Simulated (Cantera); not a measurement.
Feed: 1 mol Al, 0.018 mol HCl, a varied amount of N₂, at 825 °C and 0.430 bar.

Equilibrium computed with Cantera from the NASA thermochemical tables; the gas is ideal and each condensed phase is pure. Candidate condensed phases: Al, AlCl₃, AlN, NH₄Cl; 20 gas species. Mutual solubility and eutectic melting of coexisting phases are not modelled. The tables' values for AlCl₂ are old estimates; treat these amounts as uncertain. Equilibrium is a limit: real reactors are often held back by kinetics, nucleation or transport.

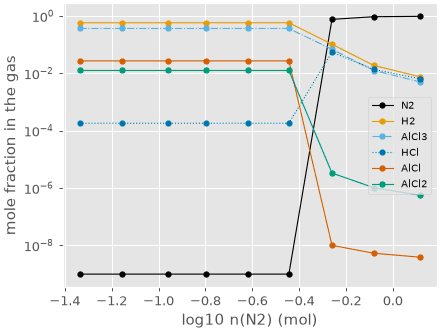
Fig. 1. Equilibrium gas composition (values under 1e-9 drawn at 1e-9)

From 0.046 mol N₂ to 0.36 mol N₂ the condensed part is Al(l) + AlN(s). From 0.55 mol N₂ to 1.3 mol N₂ the condensed part is AlN(s). The main Al-bearing gas is AlCl₃ throughout.
